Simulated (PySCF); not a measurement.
**BH3Cl− (SMILES [H][B-]([H])([H])Cl) at 3 levels**

Wanted: a comparison of 3 runs (r2SCAN/STO-6G, UCCSD(T)/STO-6G, FCI/STO-6G) of BH3Cl−. The job is set up through a Python script.

Program for the calculation: PySCF 2.14.0.

3 further runs of the same task are left out: 3 set aside as unsound or not needed.

## (1) The molecule

BH3Cl−: 5 atoms, total charge -1, spin state singlet. As SMILES, `[H][B-]([H])([H])Cl`. The B1–H4 distance was set to 2.175 Å, away from the relaxed value. At this shape a bond of the SMILES string is far longer than usual.

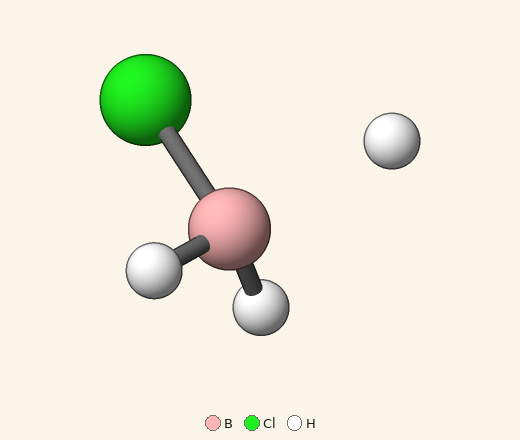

Viewed from a chosen angle; boron pink, chlorine green, hydrogen white.

## (2) The energy at r2SCAN/STO-6G (run 1)

File geometry.xyz:

```xyz
5

B      0.466997    -0.801608     0.096976
Cl     0.481877    -0.824378     1.971316
H      1.620577    -0.791858    -0.258254
H     -0.586640     1.005700    -0.497000
H     -0.109703    -1.800818    -0.257094
```

File run.py:

```python
from pyscf import gto, dft

mol = gto.M(
    atom='geometry.xyz',
    charge=-1,
    basis='sto-6g',
    max_memory=1860,
    verbose=3,
)

mf = dft.RKS(mol)
mf.xc = 'r2scan'
mf.grids.level = 5
mf.conv_tol = 1e-10
mf.kernel()
if not mf.converged:
    mf = mf.newton().run(mf.mo_coeff, mf.mo_occ)

energy = mf.e_tot
print('E(%s) = %.9f' % ('R2SCAN', energy))
```

Launch:

```bash
OMP_NUM_THREADS=1 python run.py
```

Output:

```text
converged SCF energy = -485.035282927281
E(R2SCAN) = -485.035282927
```

Run time: 3.6 s. Hardware: 1 thread of Arm Neoverse V1, shared host; peak memory 0.19 GiB.

## (3) A single-point energy at UCCSD(T)/STO-6G (run 2)

File calc.py:

```python
from pyscf import gto, scf, cc

mol = gto.M(
    atom='''
B      0.882496    -1.514820     0.183258
Cl     0.910616    -1.557849     3.725247
H      3.062447    -1.496395    -0.488029
H     -1.108589     1.900498    -0.939194
H     -0.207309    -3.403053    -0.485837
''',
    max_memory=1860,
    charge=-1,
    basis='sto-6g',
    verbose=3,
    unit='bohr',
)

myscf = scf.UHF(mol)
myscf.conv_tol = 1e-10
myscf.kernel()
if not myscf.converged:
    myscf = myscf.newton().run(myscf.mo_coeff, myscf.mo_occ)
for _ in range(3):
    mo, _, stable, _ = myscf.stability(return_status=True)
    if stable:
        break
    myscf.kernel(myscf.make_rdm1(mo, myscf.mo_occ))

mycc = cc.CCSD(myscf, frozen=6)
mycc.kernel()
e_t = mycc.ccsd_t()
e_final = mycc.e_tot + e_t
print(f'total energy: {e_final:.8f} hartree')
```

Launch:

```bash
OMP_NUM_THREADS=1 python calc.py
```

Output:

```text
converged SCF energy = -484.132489033459  <S^2> = 1.2416734e-12  2S+1 = 1
<class 'pyscf.scf.uhf.UHF'> wavefunction has an internal instability
converged SCF energy = -484.157961548572  <S^2> = 0.61777691  2S+1 = 1.8630909
<class 'pyscf.scf.uhf.UHF'> wavefunction is stable in the internal stability analysis
E(UCCSD) = -484.2415653866215  E_corr = -0.08360383804909007
UCCSD(T) correction = -0.00136705673045025
total energy: -484.24293244 hartree
```

Wall time 1.1 s (1 thread of Arm Neoverse V1, shared host); peak memory 0.12 GiB.

## (4) The energy at FCI/STO-6G (run 3)

File run.py:

```python
from pyscf import gto, mcscf
from pyscf import fci

molecule = gto.M(
    atom='''
B        0.466997      -0.801608       0.096976
Cl       0.481877      -0.824378       1.971316
H        1.620577      -0.791858      -0.258254
H       -0.586640       1.005700      -0.497000
H       -0.109703      -1.800818      -0.257094
''',
    charge=-1,
    max_memory=1860,
    basis='sto-6g',
    verbose=4,
)

hf = molecule.RHF()
hf.conv_tol = 1e-10
hf.kernel()
if not hf.converged:
    hf = hf.newton().run(hf.mo_coeff, hf.mo_occ)

cas = mcscf.CASCI(hf, hf.mo_coeff.shape[-1] - 6, (molecule.nelec[0] - 6, molecule.nelec[1] - 6))  # full CI above the frozen core
cas.fcisolver = fci.direct_spin0.FCI(molecule)  # even spin states alone
cas.kernel()
print('<S^2> = %.4f' % cas.fcisolver.spin_square(cas.ci, cas.ncas, cas.nelecas)[0])
e_tot = cas.e_tot
print('Final energy', e_tot)
```

Launch:

```bash
OMP_NUM_THREADS=1 python run.py
```

Output:

```text
PySCF version 2.14.0

[... 55 lines left out ...]
converged SCF energy = -484.132489110194
[... 1 line left out ...]
******** <class 'pyscf.mcscf.casci.CASCI'> ********
CAS (7e+7e, 11o), ncore = 6, nvir = 0
natorb = False
canonicalization = True
sorting_mo_energy = False
******** <class 'pyscf.fci.direct_spin0.FCISolver'> ********
max. cycles = 100
conv_tol = 1e-10
davidson only = False
linear dependence = 1e-14
level shift = 0.001
max iter space = 12
nroots = 1
pspace_size = 400
spin = None
Density matrix diagonal elements [1.99791346 1.98108404 1.9820959  1.98332633 1.9903877  1.99301288
 1.80342221 0.20834144 0.01742894 0.02168529 0.02130181]
CASCI converged
CASCI E = -484.243638469744  E(CI) = -32.8607732561796  S^2 = 0.0000000
<S^2> = 0.0000
Final energy -484.2436384697445
```

It took 1.7 s on 1 thread of Arm Neoverse V1, shared host; peak memory 0.14 GiB.

## (5) All runs side by side

```csv
run,level,integration grid,frozen core orbitals,energy (Eh),HOMO energy (eV),LUMO energy (eV),HOMO–LUMO gap (eV),wall time
1,r2SCAN/STO-6G,5,–,-485.035283,3.84,9.00,5.16,3.6 s
2,UCCSD(T)/STO-6G,–,6,-484.242932,0.76,14.87,14.11,1.1 s
3,FCI/STO-6G,–,6,-484.243638,0.53,14.06,13.53,1.7 s
```

## (6) What came out

| quantity | value |
| --- | --- |
| run 3: total energy | -484.24364 Eh |
| run 3: HOMO energy (Hartree–Fock orbitals) | 0.53 eV |
| run 3: LUMO energy (Hartree–Fock orbitals) | 14.06 eV |
| run 3: HOMO–LUMO gap (to an unbound level, set by the basis) | 13.53 eV |
| run 3: correlation energy (6 core orbitals frozen) | -111.1 mEh |

**Reading.** Against full CI in this basis: UCCSD(T) +0.7 mEh. In runs 1, 2, 3 the HOMO lies above zero, so the outermost electron may be held by the basis alone. In runs 1, 2, 3 the basis is minimal, so the values are rough. Spin contamination of the reference: run 2 ⟨S²⟩ = 0.62. Where it is this large, the reference is a mixture of spin states, and values that rest on it are in doubt. All runs together took 6.4 s, the longest 3.6 s.
